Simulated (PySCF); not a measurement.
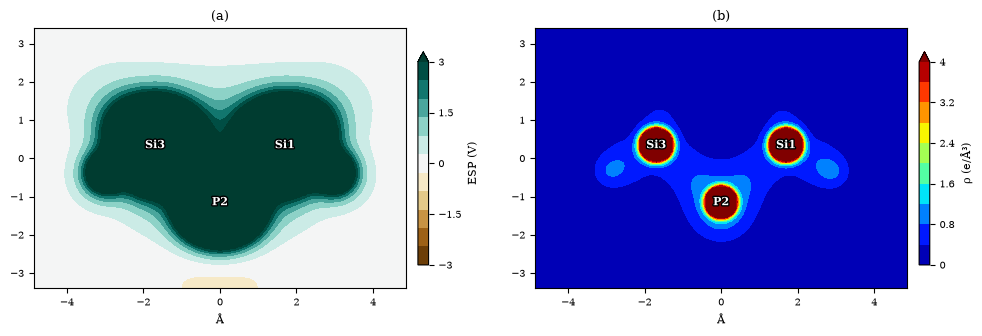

Figure 1: H₇PSi₂. (a) electrostatic potential; (b) electron density on the plane of atoms Si1, P2 and Si3.

Geometry: PBE0-D3(BJ)/def2-SVP.

These are results of B3LYP/def2-SVPD, SCF density, gas phase in PySCF, not measurements.

```xyz
10

Si   -1.7029   -0.0137   -0.0010
P     0.0850    1.2828   -0.4968
Si    1.6825   -0.2141    0.0741
H    -1.8373   -1.0241   -1.0924
H    -2.9195    0.8518    0.0265
H    -1.5783   -0.7280    1.3067
H     0.0954    1.9571    0.7634
H     1.7697   -1.2143   -1.0311
H     1.4029   -0.9316    1.3565
H     2.9828    0.5107    0.1916
```

What do the fields say about this system?

Answer. Atoms in the plane: Si and P.
Si–P (2.26 Å): the density is about 0.71 e/Å³ at the midpoint, with its minimum of 0.62 e/Å³ about 0.8 Å from Si.
Outside the dense part of the molecule the potential is most negative (−0.4 V) near P2.
